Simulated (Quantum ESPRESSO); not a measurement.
## MnH2O2 (Pyrochroite): magnetism against a distortion at fixed volume

Wanted: the trend of the moments of MnH2O2 (Pyrochroite) with a distortion at fixed volume.

Program: Quantum ESPRESSO 7.5. Level of theory: PBEsol with U = 4 eV on Mn d (ortho-atomic projectors); plane waves with GBRV 1.5 PBEsol potentials, no spin-orbit coupling. Results are calculated unless marked as measured.

## Step 1: Set-up

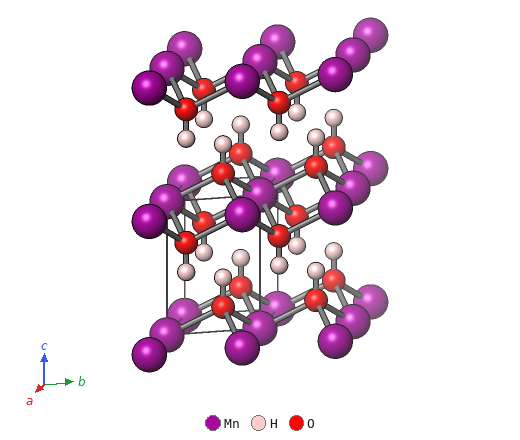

Start, viewed slightly off an axis; manganese purple, hydrogen pink, oxygen red. 2×2×2 cells are drawn. Bonds to atoms that aren't drawn are left out. Some periodic images of atoms are drawn too.

The cell comes from the Crystallography Open Database.

## Step 2: Factor along z 0.92, ferro +

Lengths along Cartesian z scale by the factor and those normal to it by its inverse root. Atoms keep their fractional places. Seeded atoms are those given a starting moment.

File pw.in:

```
&CONTROL
  calculation = 'scf'
  prefix = 'pwscf'
  outdir = './tmp'
  pseudo_dir = './pseudo'
  disk_io = 'nowf'
  tprnfor = .true.
  tstress = .true.
/
&SYSTEM
  ibrav = 0
  nat = 5
  ntyp = 3
  ecutwfc = 40
  ecutrho = 280
  nbnd = 25
  occupations = 'smearing'
  smearing = 'fd'
  degauss = 0.00367493
  nspin = 2
  starting_magnetization(1) = 0.3
  starting_magnetization(2) = 0
  starting_magnetization(3) = 0
/
&ELECTRONS
  conv_thr = 1d-08
  electron_maxstep = 150
  mixing_beta = 0.3
/
ATOMIC_SPECIES
Mn     54.9380 mn_pbesol_v1.5.uspp.F.UPF
H       1.0080 h_pbesol_v1.4.uspp.F.UPF
O      15.9990 o_pbesol_v1.2.uspp.F.UPF
CELL_PARAMETERS angstrom
   3.3883592284    0.0000000000    0.0000000000
  -1.6941796142    2.9344051690    0.0000000000
   0.0000000000    0.0000000000    4.1216000000
ATOMIC_POSITIONS crystal
Mn      0.0000000000    0.0000000000    0.0000000000
H       0.3333333333    0.6666666667    0.4460000000
H       0.6666666667    0.3333333333    0.5540000000
O       0.3333333333    0.6666666667    0.2260000000
O       0.6666666667    0.3333333333    0.7740000000
K_POINTS automatic
8 8 8 0 0 0
HUBBARD {ortho-atomic}
U Mn-3d 4.0000
```

Command:

```
OMP_NUM_THREADS=1 mpirun -n 2 pw.x -nk 2 -in pw.in > pw.out
```

Output:

```text
Program PWSCF v.7.5 starts

     Message from routine setup:
     using ibrav=0 with symmetry is DISCOURAGED, use correct ibrav instead

     K-points division:     npool     =       2
     Subspace diagonalization in iterative solution of the eigenvalue problem:

     bravais-lattice index     =            0
     lattice parameter (alat)  =       6.4031  a.u.
     unit-cell volume          =     276.5489 (a.u.)^3
     number of atoms/cell      =            5
     number of atomic types    =            3
     number of electrons       =        29.00
     number of Kohn-Sham states=           25
     kinetic-energy cutoff     =      40.0000  Ry
     charge density cutoff     =     280.0000  Ry
     scf convergence threshold =      1.0E-08
     mixing beta               =       0.3000
     number of iterations used =            8  plain     mixing
     Exchange-correlation= SLA  PW   PSX  PSC
                           (   1   4  10   8   0   0   0)
     Hubbard projectors: ortho-atomic
     Hubbard parameters of DFT+U (Dudarev formulation) in eV:
     U(Mn-3d) =  4.0000

     Internal variables: lda_plus_u =T, lda_plus_u_kind = 0

     Internal variables: orbital_resolved =F, hub_pot_fix =F, apply_U = F

     celldm(1)=   6.403071  celldm(2)=   0.000000  celldm(3)=   0.000000
     celldm(4)=   0.000000  celldm(5)=   0.000000  celldm(6)=   0.000000

     crystal axes: (cart. coord. in units of alat)
               a(1) = (   1.000000   0.000000   0.000000 )
               a(2) = (  -0.500000   0.866025   0.000000 )
               a(3) = (   0.000000   0.000000   1.216400 )

     reciprocal axes: (cart. coord. in units 2 pi/alat)
               b(1) = (  1.000000  0.577350 -0.000000 )
               b(2) = (  0.000000  1.154701  0.000000 )
               b(3) = (  0.000000 -0.000000  0.822098 )

     PseudoPot. # 1 for Mn read from file:
     mn_pbesol_v1.5.uspp.F.UPF
     Pseudo is Ultrasoft + core correction, Zval = 15.0

     PseudoPot. # 2 for H  read from file:
     h_pbesol_v1.4.uspp.F.UPF
     Pseudo is Ultrasoft, Zval =  1.0

     PseudoPot. # 3 for O  read from file:
     o_pbesol_v1.2.uspp.F.UPF
     Pseudo is Ultrasoft + core correction, Zval =  6.0

     atomic species   valence    mass     pseudopotential
     Mn               15.00    54.93800     Mn( 1.00)
     H                 1.00     1.00800     H ( 1.00)
     O                 6.00    15.99900     O ( 1.00)

     Starting magnetic structure
     atomic species   magnetization
     Mn              0.300
     H               0.000
     O               0.000

     12 Sym. Ops., with inversion, found

   Cartesian axes

     site n.     atom                  positions (alat units)
         1        Mn     tau(   1) = (   0.0000000   0.0000000   0.0000000  )
         2        H      tau(   2) = (  -0.0000000   0.5773503   0.5425144  )
         3        H      tau(   3) = (   0.5000000   0.2886751   0.6738856  )
         4        O      tau(   4) = (  -0.0000000   0.5773503   0.2749064  )
         5        O      tau(   5) = (   0.5000000   0.2886751   0.9414936  )

     number of k points=    65  Fermi-Dirac smearing, width (Ry)=  0.0037
                       cart. coord. in units 2pi/alat
        k(    1) = (   0.0000000   0.0000000   0.0000000), wk =   0.0019531
        k(    2) = (   0.0000000   0.0000000   0.1027623), wk =   0.0039062
        k(    3) = (   0.0000000   0.0000000   0.2055245), wk =   0.0039062
        k(    4) = (   0.0000000   0.0000000   0.3082868), wk =   0.0039062
        k(    5) = (   0.0000000   0.0000000  -0.4110490), wk =   0.0019531
        [... 60 further k-points ...]

     Dense  grid:    21797 G-vectors     FFT dimensions: (  36,  36,  45)

     Smooth grid:     9421 G-vectors     FFT dimensions: (  25,  25,  32)

     Check: negative core charge=   -0.000036
     Generating pointlists ...
     new r_m :   0.2638 (alat units)  1.6890 (a.u.) for type    1
     new r_m :   0.1104 (alat units)  0.7068 (a.u.) for type    2
     new r_m :   0.1104 (alat units)  0.7068 (a.u.) for type    3

     Initial potential from superposition of free atoms

     starting charge      28.4999, renormalised to      29.0000

     STARTING HUBBARD OCCUPATIONS:

     =================== HUBBARD OCCUPATIONS ===================
     ------------------------ ATOM    1 ------------------------
     Tr[ns(  1)] (up, down, total) =   5.00000  0.00000  5.00000
     Atomic magnetic moment for atom   1 =   5.00000
     [... lines left out ...]
     Number of occupied Hubbard levels =    5.0000

     Atomic wfc used for Hubbard projectors are orthogonalized

     Starting wfcs are   23 randomized atomic wfcs +    2 random wfcs

     Self-consistent Calculation

     iteration #  1     ecut=    40.00 Ry     beta= 0.30
     Davidson diagonalization with overlap
     ethr =  1.00E-02,  avg # of iterations =  4.6

     =================== HUBBARD OCCUPATIONS ===================
     ------------------------ ATOM    1 ------------------------
     Tr[ns(  1)] (up, down, total) =   4.93475  0.13143  5.06618
     Atomic magnetic moment for atom   1 =   4.80332
     [... lines left out ...]
     Number of occupied Hubbard levels =    5.0662

     total energy              =    -277.75585369 Ry
     estimated scf accuracy    <       0.71331854 Ry

     total magnetization       =     5.00 Bohr mag/cell
     absolute magnetization    =     5.00 Bohr mag/cell

     iteration #  2     ecut=    40.00 Ry     beta= 0.30
     Davidson diagonalization with overlap
     ethr =  2.46E-03,  avg # of iterations =  1.7

     total energy              =    -277.85465292 Ry
     estimated scf accuracy    <       0.05067965 Ry

     total magnetization       =     5.00 Bohr mag/cell
     absolute magnetization    =     5.00 Bohr mag/cell

     [... further iterations left out ...]

     iteration #  9     ecut=    40.00 Ry     beta= 0.30
     Davidson diagonalization with overlap
     ethr =  8.54E-10,  avg # of iterations =  2.0

     negative rho (up, down):  0.000E+00 5.913E-04

     total energy              =    -277.86192067 Ry
     estimated scf accuracy    <       0.00000003 Ry

     total magnetization       =     5.00 Bohr mag/cell
     absolute magnetization    =     5.00 Bohr mag/cell

     iteration # 10     ecut=    40.00 Ry     beta= 0.30
     Davidson diagonalization with overlap
     ethr =  9.83E-11,  avg # of iterations =  2.0

     negative rho (up, down):  0.000E+00 5.911E-04

     Magnetic moment per site  (integrated on atomic sphere of radius R)
     atom   1 (R=0.264)  charge= 12.4601  magn=  4.2353
     atom   2 (R=0.110)  charge=  0.3935  magn=  0.0024
     atom   3 (R=0.110)  charge=  0.3935  magn=  0.0024
     atom   4 (R=0.110)  charge=  1.6852  magn=  0.0262
     atom   5 (R=0.110)  charge=  1.6852  magn=  0.0262

     End of self-consistent calculation

     =================== HUBBARD OCCUPATIONS ===================
     ------------------------ ATOM    1 ------------------------
     Tr[ns(  1)] (up, down, total) =   4.97250  0.23304  5.20555
     Atomic magnetic moment for atom   1 =   4.73946
     [... lines left out ...]
     Number of occupied Hubbard levels =    5.2055

     Number of k-points >= 100: set verbosity='high' to print the bands.

     the Fermi energy is     8.4477 ev

!    total energy              =    -277.86192077 Ry
     estimated scf accuracy    <          6.7E-09 Ry
     smearing contrib. (-TS)   =      -0.00000000 Ry
     internal energy E=F+TS    =    -277.86192077 Ry

     The total energy is F=E-TS. E is the sum of the following terms:
     one-electron contribution =    -163.94429957 Ry
     hartree contribution      =      94.38576435 Ry
     xc contribution           =     -42.59243214 Ry
     ewald contribution        =    -165.74663776 Ry
     Hubbard energy            =       0.03568436 Ry

     total magnetization       =     5.00 Bohr mag/cell
     absolute magnetization    =     5.00 Bohr mag/cell

     convergence has been achieved in  10 iterations

     negative rho (up, down):  0.000E+00 5.911E-04

     Forces acting on atoms (cartesian axes, Ry/au):

     atom    1 type  1   force =    -0.00000000    0.00000000    0.00000000
     atom    2 type  2   force =     0.00000000    0.00000000    0.20421935
     atom    3 type  2   force =    -0.00000000   -0.00000000   -0.20421935
     atom    4 type  3   force =    -0.00000000   -0.00000000   -0.16667661
     atom    5 type  3   force =    -0.00000000   -0.00000000    0.16667661

     Total force =     0.372791     Total SCF correction =     0.000271

     Computing stress (Cartesian axis) and pressure

     negative rho (up, down):  0.000E+00 5.911E-04
          total   stress  (Ry/bohr**3)                   (kbar)     P=      192.56
   0.00031338   0.00000000  -0.00000000           46.10        0.00       -0.00
   0.00000000   0.00031338  -0.00000000            0.00       46.10       -0.00
  -0.00000000  -0.00000000   0.00330024           -0.00       -0.00      485.48

=------------------------------------------------------------------------------=
   JOB DONE.
=------------------------------------------------------------------------------=
```

Run time: 30 s. Hardware: 2 MPI ranks of Intel Xeon 6975P-C (Granite Rapids), shared host; peak memory 0.28 GiB; 60 s of CPU time.

Spin moment in the atom's sphere by atom:

| atom | spin moment in the atom's sphere (μB) |
| --- | --- |
| Mn1 | 4.24 |
| H2 | 0.00 |
| H3 | 0.00 |
| O4 | 0.03 |
| O5 | 0.03 |

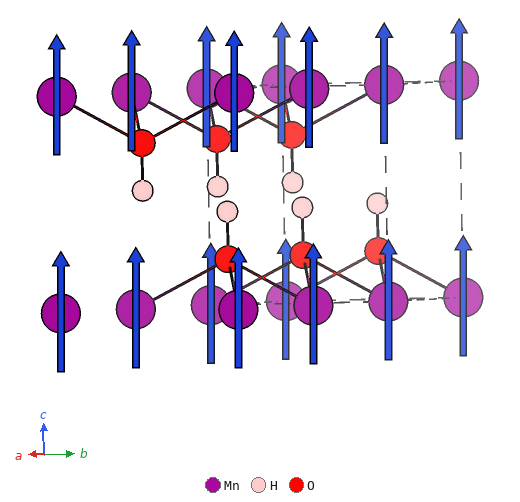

Spin moment in the atom's sphere as arrows, the longest 4.24 μB. Up and down stand for the sign. Arrows give size and sign along the axis of quantisation, drawn up and down the page. Bonds to atoms that aren't drawn are left out. 3×1×1 cells are drawn. Some periodic images of atoms are drawn too.

This step gave:

```
smearing term TS       : 1.56e-9 eV
pressure               : 19.26 GPa
magnetization          : 5 μB
absolute magnetization : 5 μB
final state            : ferromagnetic
```

## Step 3: Factor along z 0.92, antiferro q=(0,1/2,1/2) +-

The wavevector q is in fractions of the reciprocal vectors of the crystal's primitive cell, as the cells of these inputs are built from it; moments change sign between cells as cos(2π q·R).

File pw.in:

```
&CONTROL
  calculation = 'scf'
  prefix = 'pwscf'
  outdir = './tmp'
  pseudo_dir = './pseudo'
  disk_io = 'nowf'
  tprnfor = .true.
  tstress = .true.
/
&SYSTEM
  ibrav = 0
  nat = 10
  ntyp = 4
  ecutwfc = 40
  ecutrho = 280
  nbnd = 41
  occupations = 'smearing'
  smearing = 'fd'
  degauss = 0.00367493
  nspin = 2
  starting_magnetization(1) = 0.3
  starting_magnetization(2) = -0.3
  starting_magnetization(3) = 0
  starting_magnetization(4) = 0
/
&ELECTRONS
  conv_thr = 2d-08
  electron_maxstep = 150
  mixing_beta = 0.3
/
ATOMIC_SPECIES
Mn1    54.9380 mn_pbesol_v1.5.uspp.F.UPF
Mn2    54.9380 mn_pbesol_v1.5.uspp.F.UPF
H       1.0080 h_pbesol_v1.4.uspp.F.UPF
O      15.9990 o_pbesol_v1.2.uspp.F.UPF
CELL_PARAMETERS angstrom
   3.3883592284    0.0000000000    0.0000000000
  -3.3883592284    5.8688103379    0.0000000000
  -1.6941796142    2.9344051690    4.1216000000
ATOMIC_POSITIONS crystal
Mn1     0.0000000000    0.0000000000    0.0000000000
Mn2     0.0000000000    0.5000000000    0.0000000000
H       0.3333333333    0.1103333333    0.4460000000
H       0.3333333333    0.6103333333    0.4460000000
H       0.6666666667    0.8896666666    0.5540000000
H       0.6666666667    0.3896666666    0.5540000000
O       0.3333333333    0.2203333334    0.2260000000
O       0.3333333333    0.7203333333    0.2260000000
O       0.6666666667    0.7796666666    0.7740000000
O       0.6666666667    0.2796666666    0.7740000000
K_POINTS automatic
8 4 8 0 0 0
HUBBARD {ortho-atomic}
U Mn1-3d 4.0000
U Mn2-3d 4.0000
```

Output:

```text
     [... lines left out ...]
Program PWSCF v.7.5 starts
     [... lines left out ...]
     number of atoms/cell      =           10
     [... lines left out ...]
     number of electrons       =        58.00
     number of Kohn-Sham states=           41
     kinetic-energy cutoff     =      40.0000  Ry
     charge density cutoff     =     280.0000  Ry
     scf convergence threshold =      2.0E-08
     [... lines left out ...]
      4 Sym. Ops., with inversion, found
     [... lines left out ...]
     number of k points=    78  Fermi-Dirac smearing, width (Ry)=  0.0037
     [... lines left out ...]
     iteration # 11     ecut=    40.00 Ry     beta= 0.30
     [... lines left out ...]
     Magnetic moment per site  (integrated on atomic sphere of radius R)
     atom   1 (R=0.264)  charge= 12.4606  magn=  4.2272
     atom   2 (R=0.264)  charge= 12.4606  magn= -4.2272
     atom   3 (R=0.110)  charge=  0.3931  magn= -0.0008
     atom   4 (R=0.110)  charge=  0.3931  magn=  0.0008
     atom   5 (R=0.110)  charge=  0.3931  magn= -0.0008
     atom   6 (R=0.110)  charge=  0.3931  magn=  0.0008
     atom   7 (R=0.110)  charge=  1.6878  magn= -0.0086
     atom   8 (R=0.110)  charge=  1.6878  magn=  0.0086
     atom   9 (R=0.110)  charge=  1.6878  magn= -0.0086
     atom  10 (R=0.110)  charge=  1.6878  magn=  0.0086
     [... lines left out ...]
     Tr[ns(  1)] (up, down, total) =   4.97114  0.23714  5.20827
     [... lines left out ...]
     Tr[ns(  2)] (up, down, total) =   0.23714  4.97114  5.20827
     [... lines left out ...]
     the Fermi energy is     8.4522 ev
!    total energy              =    -555.72422314 Ry
     estimated scf accuracy    <          7.4E-09 Ry
     smearing contrib. (-TS)   =      -0.00000000 Ry
     [... lines left out ...]
     total magnetization       =    -0.00 Bohr mag/cell
     absolute magnetization    =     9.71 Bohr mag/cell
     convergence has been achieved in  11 iterations
     [... lines left out ...]
     Total force =     0.527732     Total SCF correction =     0.000007
     [... lines left out ...]
          total   stress  (Ry/bohr**3)                   (kbar)     P=      191.05
     [... lines left out ...]
```

Run time: 3.3 min. Hardware: 2 MPI ranks; peak memory 0.66 GiB.

Spin moment in the atom's sphere by atom:

| atom | spin moment in the atom's sphere (μB) |
| --- | --- |
| Mn1 | 4.23 |
| Mn2 | -4.23 |
| H3 | 0.00 |
| H4 | 0.00 |
| H5 | 0.00 |
| H6 | 0.00 |
| O7 | -0.01 |
| O8 | 0.01 |
| O9 | -0.01 |
| O10 | 0.01 |

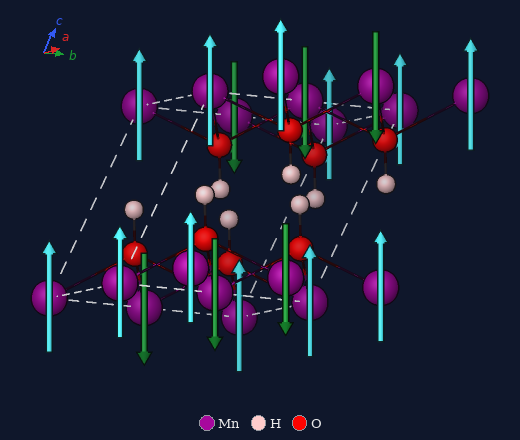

Spin moment in the atom's sphere as arrows, the longest 4.23 μB. Up and down stand for the sign. Arrows give size and sign along the axis of quantisation, drawn up and down the page. The two directions have two colours. Bonds to atoms that aren't drawn are left out. 2×1×1 cells are drawn. Some periodic images of atoms are drawn too.

This step gave:

```
smearing term TS       : 3.37e-10 eV
pressure               : 19.10 GPa
magnetization          : 0 μB
absolute magnetization : 9.714 μB
final state            : antiferromagnetic
```

## Step 4: Factor along z 0.92, no spin polarisation

File pw.in:

```
&CONTROL
  calculation = 'scf'
  prefix = 'pwscf'
  outdir = './tmp'
  pseudo_dir = './pseudo'
  disk_io = 'nowf'
  tprnfor = .true.
  tstress = .true.
/
&SYSTEM
  ibrav = 0
  nat = 5
  ntyp = 3
  ecutwfc = 40
  ecutrho = 280
  nbnd = 23
  occupations = 'smearing'
  smearing = 'fd'
  degauss = 0.00367493
/
&ELECTRONS
  conv_thr = 1d-08
  electron_maxstep = 150
  mixing_beta = 0.3
/
ATOMIC_SPECIES
Mn     54.9380 mn_pbesol_v1.5.uspp.F.UPF
H       1.0080 h_pbesol_v1.4.uspp.F.UPF
O      15.9990 o_pbesol_v1.2.uspp.F.UPF
CELL_PARAMETERS angstrom
   3.3883592284    0.0000000000    0.0000000000
  -1.6941796142    2.9344051690    0.0000000000
   0.0000000000    0.0000000000    4.1216000000
ATOMIC_POSITIONS crystal
Mn      0.0000000000    0.0000000000    0.0000000000
H       0.3333333333    0.6666666667    0.4460000000
H       0.6666666667    0.3333333333    0.5540000000
O       0.3333333333    0.6666666667    0.2260000000
O       0.6666666667    0.3333333333    0.7740000000
K_POINTS automatic
8 8 8 0 0 0
HUBBARD {ortho-atomic}
U Mn-3d 4.0000
```

Output:

```text
     [... lines left out ...]
Program PWSCF v.7.5 starts
     [... lines left out ...]
     number of atoms/cell      =            5
     [... lines left out ...]
     number of electrons       =        29.00
     number of Kohn-Sham states=           23
     kinetic-energy cutoff     =      40.0000  Ry
     charge density cutoff     =     280.0000  Ry
     scf convergence threshold =      1.0E-08
     [... lines left out ...]
     12 Sym. Ops., with inversion, found
     [... lines left out ...]
     number of k points=    65  Fermi-Dirac smearing, width (Ry)=  0.0037
     [... lines left out ...]
     iteration # 15     ecut=    40.00 Ry     beta= 0.30
     [... lines left out ...]
     Tr[ns(  1)] =   5.52593
     [... lines left out ...]
     the Fermi energy is     7.0077 ev
!    total energy              =    -277.53983051 Ry
     estimated scf accuracy    <          3.0E-09 Ry
     smearing contrib. (-TS)   =      -0.00740357 Ry
     [... lines left out ...]
     convergence has been achieved in  15 iterations
     [... lines left out ...]
     Total force =     0.428016     Total SCF correction =     0.000115
     [... lines left out ...]
          total   stress  (Ry/bohr**3)                   (kbar)     P=      -22.79
     [... lines left out ...]
```

Elapsed: 17 s, on 2 MPI ranks; peak memory 0.23 GiB.

Numbers from this step:

```
smearing term TS : 0.1007 eV
pressure         : -2.279 GPa
final state      : non-magnetic (no spin polarisation)
```

[end of part 1 of 2]

[Logs and program files are shortened in this print: banners, set-up blocks, solver, clock and traceback lines can be left out without a mark of their own.]

[Logs are printed without paths, hosts, clocks, repeated set-up lines and the standing remarks that a program may print on its own settings, such as how far it seeks lower states.]

[Hosts, paths, dates, database ids (printed as entryN), source tags and the programs' standing remarks are cut or masked in the printed files.]

[Where a cell is said to come from a database of computed structures, the database is the Materials Project.]
